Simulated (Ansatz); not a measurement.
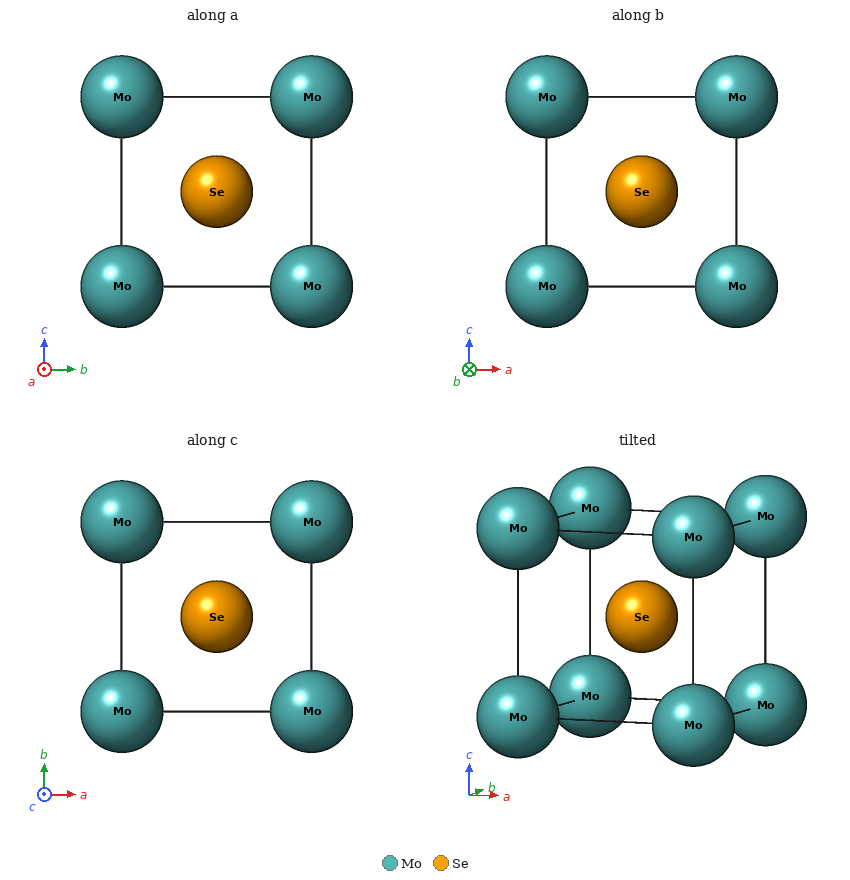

Crystal structure, spheres-only style, seen along the a axis, along the b axis, along the c axis and slightly off an axis. Lines trace the edges of the conventional unit cell.

Lattice parameters: a = 3.146 Å, b = 3.146 Å, c = 3.146 Å, α = 90.00°, β = 90.00°, γ = 90.00°.

### Put the structure into a table of Wyckoff sites.

Space group Pm-3m (No. 221).
```json
{"atom": "Mo", "site": "1a", "x": "0.0000", "y": "0.0000", "z": "0.0000"}
{"atom": "Se", "site": "1b", "x": "0.5000", "y": "0.5000", "z": "0.5000"}
```

The initial geometry was a structure type filled with these elements by a generator (whether the compound takes this form wasn't checked). Earlier steps of the study may have refined or changed the cell and positions. It went into a calculation with Ansatz.
